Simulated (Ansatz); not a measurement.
**CH3F2Ga (SMILES F[CH2][GaH][F]): a chain of runs**

We compute a series of 8 runs (wB97X/x2c-SVPall, U-wB97X/x2c-SVPall) of CH3F2Ga. 

The calculation is run with Ansatz 0.2.0.

## (1) Starting point

The species is CH3F2Ga (7 atoms), meant as a singlet with charge 0. As SMILES, `F[CH2][GaH][F]`. The shape is that of a PBE0-D4/def2-TZVP optimisation. This is one conformer, not always the lowest.

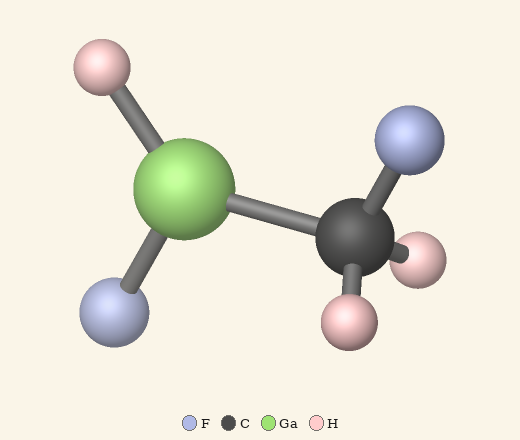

Viewed from a chosen angle; fluorine light blue, carbon dark grey, gallium green, hydrogen pink.

## (2) The energy at wB97X/x2c-SVPall (sfX2C) (run 1)

The input, molecule.yaml:

```yaml
crystal:
  periodic: [false, false, false]
  atoms:
    - {symbol: F, position_ang: [0.512900, 1.851500, 0.293100]}
    - {symbol: C, position_ang: [-0.284200, 0.728200, 0.470600]}
    - {symbol: Ga, position_ang: [0.394400, -0.807000, -0.579600]}
    - {symbol: F, position_ang: [-0.614100, -2.237100, -0.358800]}
    - {symbol: H, position_ang: [-1.307500, 0.976400, 0.170700]}
    - {symbol: H, position_ang: [-0.307900, 0.483100, 1.537500]}
    - {symbol: H, position_ang: [1.606500, -0.995100, -1.533500]}
basis:
  gaussian:
    orbitals: x2c-SVPall.json
hamiltonian:
  xc: {name: wB97X}
output: {orbitals: {seedname: orbitals}}
```

The basis set x2c-SVPall is read from a file made from the Basis Set Exchange's data (not shown).

Run with:

```bash
$ ansatz run molecule.yaml --threads 1 --pin off --max-ram 2610MiB --events-out events.jsonl --progress --plain --runs-dir runs
```

The log of the run:

```text
Warning: RAYON_NUM_THREADS=1 ignored (pool sized by the plan → 1); use --threads N
Functional definition: wB97X
  name "wB97X"
  parameter omega = 0.3/bohr
  parameter cx = 0.157706
  parameter cx1 = 0.726479
  parameter cx2 = 1.04760
  parameter cx3 = -5.70635
  parameter cx4 = 13.2794
  parameter css1 = -4.33879
  parameter css2 = 18.2308
  parameter css3 = -31.7430
  parameter css4 = 17.2901
  parameter cos1 = 2.37031
  parameter cos2 = -11.3995
  parameter cos3 = 6.58405
  parameter cos4 = -3.78132
  exchange = spin_sum(e_x_unif_sr(omega)*poly(b97_u_x, 1 - cx, cx1, cx2, cx3, cx4)) + cx*exact_x_sr(omega)
      + exact_x_lr(omega)
  correlation = spin_sum(e_c_pw_same_spin*poly(b97_u_same, 1, css1, css2, css3, css4))
      + integral(e_c_pw_opposite_spin*poly(b97_u_opposite, 1, cos1, cos2, cos3, cos4))
869 factors; integrals over basis functions are off by at most 1.3e-3 eV
215 factors; integrals over basis functions are off by at most 5.6e-6 eV
mean field evaluation 1: about -59403.2234 eV, gradient 4.5e1 eV
mean field evaluation 2: about -59402.2341 eV, gradient 5.7e1 eV
mean field evaluation 4: about -59406.6725 eV, gradient 1.8e0 eV
mean field evaluation 8: about -59406.7358 eV, gradient 1.9e-1 eV
mean field evaluation 16: about -59406.7359 eV, gradient 4.4e-5 eV
mean field -59406.73588001 eV, -2183.1572762586 hartree, gradient 4.4e-5 eV, S^2 0.000000; 0 other end points of the search recorded, 0 dependent functions left out
reference -59406.73585043 eV, -2183.1572751716 hartree; 29, 29 occupied and 60, 60 virtual orbitals, 869 factors
Total energy: -59406.73585043 eV, -2183.1572751716 hartree
Relativity: scalar
```

Run time: 8.1 s. Hardware: 1 thread of Intel Xeon Platinum 8259CL at 2.50GHz (Skylake/Cascade Lake), shared host; peak memory 0.24 GiB.

## (3) The energy at U-wB97X/x2c-SVPall (sfX2C, fill excite 0 0, maximum overlap yes) (run 2)

The input, input.yaml:

```yaml
crystal:
  periodic: [false, false, false]
  atoms:
    - symbol: F
      position_ang: [0.512900, 1.851500, 0.293100]
    - symbol: C
      position_ang: [-0.284200, 0.728200, 0.470600]
    - symbol: Ga
      position_ang: [0.394400, -0.807000, -0.579600]
    - symbol: F
      position_ang: [-0.614100, -2.237100, -0.358800]
    - symbol: H
      position_ang: [-1.307500, 0.976400, 0.170700]
    - symbol: H
      position_ang: [-0.307900, 0.483100, 1.537500]
    - symbol: H
      position_ang: [1.606500, -0.995100, -1.533500]
basis:
  gaussian:
    orbitals: x2c-SVPall.json
    initial_orbitals: start.molden
    maximum_overlap: true
magnetization: {spin_polarized: true}
hamiltonian: {xc: {name: wB97X}}
output: {orbitals: {seedname: orbitals}}
```

The basis set x2c-SVPall is read from a file made from the Basis Set Exchange's data (not shown).

Run with:

```bash
$ ansatz run input.yaml --threads 1 --pin off --max-ram 2610MiB --events-out events.jsonl --progress --plain --runs-dir runs
```

The log of the run:

```text
Warning: RAYON_NUM_THREADS=1 ignored (pool sized by the plan → 1); use --threads N
[... 17 set-up lines as earlier in the session ...]
      + exact_x_lr(omega)
[... 1 set-up line as earlier in the session ...]
      + integral(e_c_pw_opposite_spin*poly(b97_u_opposite, 1, cos1, cos2, cos3, cos4))
these checks for a lower state are left out or cut short: stability, starts, cluster_reference, orbital_swaps, neighbouring_geometries, increment
869 factors; integrals over basis functions are off by at most 1.3e-3 eV
215 factors; integrals over basis functions are off by at most 5.6e-6 eV
mean field evaluation 1: about -59400.1292 eV, gradient 1.2e1 eV
mean field evaluation 2: about -59400.6121 eV, gradient 1.0e1 eV
mean field evaluation 4: about -59401.0123 eV, gradient 1.3e0 eV
mean field evaluation 8: about -59401.1110 eV, gradient 1.5e0 eV
mean field evaluation 16: about -59401.0931 eV, gradient 5.1e-6 eV
mean field -59401.09306886 eV, -2182.9499067736 hartree, gradient 5.1e-6 eV, S^2 1.027324; 0 other end points of the search recorded, 0 dependent functions left out
reference -59401.09305196 eV, -2182.9499061525 hartree; 29, 29 occupied and 60, 60 virtual orbitals, 869 factors
Total energy: -59401.09305196 eV, -2182.9499061525 hartree
Relativity: scalar
Checks for a lower state left out: stability, starts, cluster_reference, orbital_swaps, neighbouring_geometries, increment
```

Wall time 37 s (1 thread of Intel Xeon Platinum 8259CL at 2.50GHz (Skylake/Cascade Lake), shared host); peak memory 0.32 GiB.

Runs 3 to 6 aren't shown in full; the table further down has their settings and results.

## (4) The doublet cation: the energy at U-wB97X/x2c-SVPall (sfX2C, fill hole 27, maximum overlap yes) (run 7)

The input, job.yaml:

```yaml
crystal:
  periodic: [false, false, false]
  atoms:
    - {symbol: F, position_ang: [0.512900, 1.851500, 0.293100]}
    - {symbol: C, position_ang: [-0.284200, 0.728200, 0.470600]}
    - {symbol: Ga, position_ang: [0.394400, -0.807000, -0.579600]}
    - {symbol: F, position_ang: [-0.614100, -2.237100, -0.358800]}
    - {symbol: H, position_ang: [-1.307500, 0.976400, 0.170700]}
    - {symbol: H, position_ang: [-0.307900, 0.483100, 1.537500]}
    - {symbol: H, position_ang: [1.606500, -0.995100, -1.533500]}
basis:
  gaussian:
    orbitals: x2c-SVPall.json
    initial_orbitals: start.molden
    maximum_overlap: true
total_charge: 1
magnetization:
  spin_polarized: true
  initial_magnetization: 1
hamiltonian:
  xc: {name: wB97X}
```

The basis set x2c-SVPall is read from a file made from the Basis Set Exchange's data (not shown).

Run with:

```bash
$ ansatz run job.yaml --threads 1 --pin off --max-ram 2610MiB --events-out events.jsonl --progress --plain --runs-dir runs
```

The log of the run:

```text
Warning: RAYON_NUM_THREADS=1 ignored (pool sized by the plan → 1); use --threads N
[... 17 set-up lines as earlier in the session ...]
      + exact_x_lr(omega)
[... 1 set-up line as earlier in the session ...]
      + integral(e_c_pw_opposite_spin*poly(b97_u_opposite, 1, cos1, cos2, cos3, cos4))
these checks for a lower state are left out or cut short: stability, starts, cluster_reference, orbital_swaps, neighbouring_geometries, increment
869 factors; integrals over basis functions are off by at most 1.3e-3 eV
215 factors; integrals over basis functions are off by at most 5.6e-6 eV
mean field evaluation 1: about -59391.8908 eV, gradient 2.1e1 eV
mean field evaluation 2: about -59389.8871 eV, gradient 3.4e1 eV
mean field evaluation 4: about -59393.7551 eV, gradient 1.3e0 eV
mean field evaluation 8: about -59393.8249 eV, gradient 3.3e-1 eV
mean field evaluation 16: about -59393.8315 eV, gradient 1.4e-3 eV
mean field evaluation 32: about -59393.8315 eV, gradient 1.7e-6 eV
mean field -59393.83148893 eV, -2182.6830486332 hartree, gradient 2.9e-6 eV, S^2 0.754407; 0 other end points of the search recorded, 0 dependent functions left out
reference -59393.83146022 eV, -2182.6830475781 hartree; 29, 28 occupied and 60, 61 virtual orbitals, 869 factors
Total energy: -59393.83146022 eV, -2182.6830475781 hartree
Relativity: scalar
Checks for a lower state left out: stability, starts, cluster_reference, orbital_swaps, neighbouring_geometries, increment
```

It took 2.1 min on 1 thread of Intel Xeon Platinum 8259CL at 2.50GHz (Skylake/Cascade Lake), shared host; peak memory 0.32 GiB.

## (5) The doublet cation: the energy at U-wB97X/x2c-SVPall (sfX2C) (run 8)

The input, in.yaml:

```yaml
crystal:
  periodic: [false, false, false]
  atoms:
    - {symbol: F, position_ang: [0.512900, 1.851500, 0.293100]}
    - {symbol: C, position_ang: [-0.284200, 0.728200, 0.470600]}
    - {symbol: Ga, position_ang: [0.394400, -0.807000, -0.579600]}
    - {symbol: F, position_ang: [-0.614100, -2.237100, -0.358800]}
    - {symbol: H, position_ang: [-1.307500, 0.976400, 0.170700]}
    - {symbol: H, position_ang: [-0.307900, 0.483100, 1.537500]}
    - {symbol: H, position_ang: [1.606500, -0.995100, -1.533500]}
basis:
  gaussian:
    orbitals: x2c-SVPall.json
total_charge: 1
magnetization:
  spin_polarized: true
  initial_magnetization: 1
hamiltonian:
  xc: {name: wB97X}
```

The basis set x2c-SVPall is read from a file made from the Basis Set Exchange's data (not shown).

Run with:

```bash
$ ansatz run in.yaml --threads 1 --pin off --max-ram 2610MiB --events-out events.jsonl --progress --plain --runs-dir runs
```

The log of the run:

```text
Warning: RAYON_NUM_THREADS=1 ignored (pool sized by the plan → 1); use --threads N
[... 17 set-up lines as earlier in the session ...]
      + exact_x_lr(omega)
[... 1 set-up line as earlier in the session ...]
      + integral(e_c_pw_opposite_spin*poly(b97_u_opposite, 1, cos1, cos2, cos3, cos4))
869 factors; integrals over basis functions are off by at most 1.3e-3 eV
215 factors; integrals over basis functions are off by at most 5.6e-6 eV
mean field evaluation 1: about -59384.9318 eV, gradient 5.5e1 eV
mean field evaluation 2: about -59360.0568 eV, gradient 1.0e2 eV
mean field evaluation 4: about -59395.7744 eV, gradient 5.6e0 eV
mean field evaluation 8: about -59395.9578 eV, gradient 6.3e-1 eV
mean field evaluation 16: about -59395.9727 eV, gradient 1.6e-2 eV
mean field -59395.97273352 eV, -2182.7617379206 hartree, gradient 6.2e-5 eV, S^2 0.760921; 0 other end points of the search recorded, 0 dependent functions left out
reference -59395.97270459 eV, -2182.7617368575 hartree; 29, 28 occupied and 60, 61 virtual orbitals, 869 factors
Total energy: -59395.97270459 eV, -2182.7617368575 hartree
Relativity: scalar
```

Run time: 17 s. Hardware: 1 thread of Intel Xeon Platinum 8259CL at 2.50GHz (Skylake/Cascade Lake), shared host; peak memory 0.36 GiB.

## (6) Overview of the runs

| run | level | starting guess | maximum overlap | partner | energy (Eh) | wall time |
| --- | --- | --- | --- | --- | --- | --- |
| 1 | wB97X/x2c-SVPall (sfX2C) | – | – | base | -2183.157275 | 8.1 s |
| 2 | U-wB97X/x2c-SVPall (sfX2C, fill excite 0 0, maximum overlap yes) | ground-state orbitals | yes | excited | -2182.949906 | 37 s |
| 3 | U-wB97X/x2c-SVPall (sfX2C) | – | – | triplet | -2182.950262 | 25 s |
| 4 | U-wB97X/x2c-SVPall (sfX2C, fill excite 0 1, maximum overlap yes) | ground-state orbitals | yes | excited | -2182.884881 | 40 s |
| 5 | U-wB97X/x2c-SVPall (sfX2C, fill hole 2, maximum overlap yes) | ground-state orbitals | yes | core hole | -2141.278582 | 80 s |
| 6 | U-wB97X/x2c-SVPall (sfX2C, fill hole 1, maximum overlap yes) | ground-state orbitals | yes | core hole | -2135.417472 | 97 s |
| 7 | U-wB97X/x2c-SVPall (sfX2C, fill hole 27, maximum overlap yes) | ground-state orbitals | yes | valence hole | -2182.683048 | 2.1 min |
| 8 | U-wB97X/x2c-SVPall (sfX2C) | – | – | cation | -2182.761737 | 17 s |

## (7) What came out

```
                                          quantity           value
               doublet cation, run 8: total energy  -2182.76174 Eh
                       doublet cation, run 8: ⟨S²⟩           0.761
vertical ionisation energy (to the doublet cation)       10.763 eV
  vertical energy of the triplet above the singlet        5.633 eV
```

In words: Removing an electron at fixed nuclei costs 10.76 eV (248 kcal/mol). −ε(HOMO) before ionisation, 10.52 eV, is 0.25 eV below this ionisation energy. At this shape the triplet lies 5.63 eV (544 kJ/mol) above the singlet. Spin contamination of the reference: run 2 ⟨S²⟩ = 1.03, run 4 ⟨S²⟩ = 1.00. Where it is this large, the reference is a mixture of spin states, and values that rest on it are in doubt. All runs together took 7.1 min, the longest 2.1 min.
